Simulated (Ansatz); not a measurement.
**C2H2ClGa (SMILES C#[C][GaH][Cl]) at HF/3-21G**

Aim: the electronic atomisation energy of C2H2ClGa at HF/3-21G, from 5 runs. 

Program for the calculation: Ansatz 0.2.0.

56 further runs of the same task are left out: 56 set aside as unsound or not needed. Runs told in other sessions of the task aren't counted.

**1. The molecule**

The species is C2H2ClGa (6 atoms), meant as a singlet with charge 0. SMILES: `C#[C][GaH][Cl]`. Geometry: relaxed at PBE0-D4/def2-TZVP.

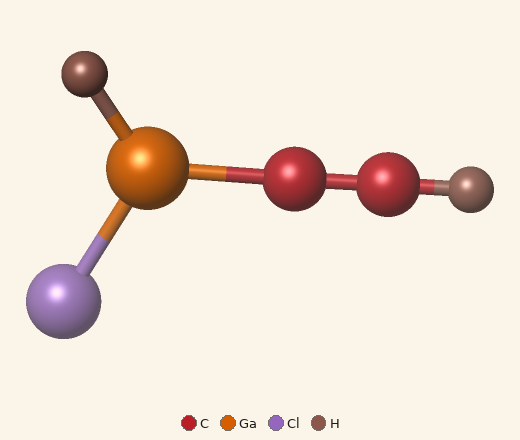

The structure, seen from a chosen angle (carbon red, gallium orange, chlorine purple, hydrogen brown).

**2. A single-point energy at HF/3-21G**

File in.yaml:

```yaml
crystal:
  periodic: [false, false, false]
  atoms:
    - {symbol: C, position_ang: [0.577800, 1.057900, -1.454500]}
    - {symbol: C, position_ang: [0.247000, 0.412500, -0.488700]}
    - {symbol: Ga, position_ang: [-0.252900, -0.587200, 1.048000]}
    - {symbol: Cl, position_ang: [-1.745400, -2.085600, 0.724100]}
    - {symbol: H, position_ang: [0.867100, 1.625700, -2.309900]}
    - {symbol: H, position_ang: [0.306500, -0.423300, 2.481100]}
basis:
  gaussian:
    orbitals: 3-21G-spherical.json
magnetization:
  spin_polarized: false
hamiltonian:
  xc: hf
accuracy: high
output:
  orbitals: {seedname: orbitals}
```

The basis set 3-21G is read from a file made from the Basis Set Exchange's data (not shown).

On the command line:

```
ansatz run in.yaml --threads 1 --pin off --max-ram 2610MiB --events-out events.jsonl --progress --plain --runs-dir runs
```

The program printed:

```text
Warning: RAYON_NUM_THREADS=1 ignored (pool sized by the plan → 1); use --threads N
Functional definition: HF
  name "HF"
  exchange = exact_x
  correlation = 0
1108 factors; integrals over basis functions are off by at most 8.5e-9 eV
mean field evaluation 1: about -66601.6491 eV, gradient 2.2e1 eV
mean field evaluation 2: about -66601.9032 eV, gradient 2.2e1 eV
mean field evaluation 4: about -66603.5243 eV, gradient 2.6e0 eV
mean field evaluation 8: about -66603.5536 eV, gradient 2.5e-4 eV
mean field -66603.55356171 eV, -2447.6354478828 hartree, gradient 2.2e-8 eV, S^2 0.000000; 0 other end points of the search recorded, 0 dependent functions left out
reference -66603.55356171 eV, -2447.6354478828 hartree; 31, 31 occupied and 26, 26 virtual orbitals, 1108 factors
Total energy: -66603.55356171 eV, -2447.6354478828 hartree
```

Run time: 0.36 s. Hardware: 1 thread of AMD EPYC 9R45 (Zen 5), shared host; peak memory 0.14 GiB.

**3. The C atom, same level**

File input.yaml:

```yaml
crystal:
  periodic: [false, false, false]
  atoms:
    - symbol: C
      position_ang: [0.000000, 0.000000, 0.000000]
basis:
  gaussian:
    orbitals: 3-21G.json
total_charge: 0
magnetization:
  spin_polarized: true
  initial_magnetization: 2
hamiltonian:
  xc: hf
accuracy: high
```

The basis set 3-21G is read from a file made from the Basis Set Exchange's data (not shown).

Run the same way, it converges to -37.48107 Eh (log not shown).

**4. The Cl atom, same level**

File run.yaml:

```yaml
crystal:
  periodic: [false, false, false]
  atoms:
    - {symbol: Cl, position_ang: [0.000000, 0.000000, 0.000000]}
basis:
  gaussian: {orbitals: 3-21G.json}
magnetization: {spin_polarized: true, initial_magnetization: 1}
hamiltonian: {xc: hf}
accuracy: high
```

The basis set 3-21G is read from a file made from the Basis Set Exchange's data (not shown).

Run the same way, it converges to -457.27655 Eh (log not shown).

**5. The Ga atom, same level**

File molecule.yaml:

```yaml
crystal:
  periodic: [false, false, false]
  atoms:
    - {symbol: Ga, position_ang: [0.000000, 0.000000, 0.000000]}
basis:
  gaussian: {orbitals: 3-21G-spherical.json}
magnetization: {spin_polarized: true, initial_magnetization: 1}
hamiltonian: {xc: hf}
accuracy: high
```

The basis set 3-21G is read from a file made from the Basis Set Exchange's data (not shown).

Run the same way, it converges to -1913.79018 Eh (log not shown).

**6. The H atom, same level**

run.yaml, as its differences from that of step 4:

```diff
@@ -3,3 +3,4 @@
   atoms:
-    - {symbol: Cl, position_ang: [0.000000, 0.000000, 0.000000]}
+    - symbol: H
+      position_ang: [0.000000, 0.000000, 0.000000]
 basis:
```

The basis set 3-21G is read from a file made from the Basis Set Exchange's data (not shown).

Run the same way, it converges to -0.49620 Eh (log not shown).

**7. Outcome**

At HF/3-21G:

| quantity | value |
| --- | --- |
| molecule: total energy | -2447.63545 Eh |
| molecule: HOMO energy | -11.29 eV |
| molecule: LUMO energy | 0.87 eV |
| molecule: HOMO–LUMO gap | 12.16 eV |
| C atom: total energy | -37.48107 Eh |
| C atom: ⟨S²⟩ | 2.001 |
| Cl atom: total energy | -457.27655 Eh |
| Cl atom: ⟨S²⟩ | 0.750 |
| Ga atom: total energy | -1913.79018 Eh |
| Ga atom: ⟨S²⟩ | 0.750 |
| H atom: total energy | -0.49620 Eh |
| H atom: ⟨S²⟩ | 0.750 |
| electronic atomisation energy | 16.713 eV |

**Reading.** Taking the molecule apart into free atoms costs 16.71 eV (385 kcal/mol), before zero-point energy and without spin-orbit coupling. Hartree–Fock lacks the correlation of the bonding pairs, which as a rule makes this value much too low; in minimal bases other errors can mask that. The basis has no polarisation functions, which makes bonds too weak.
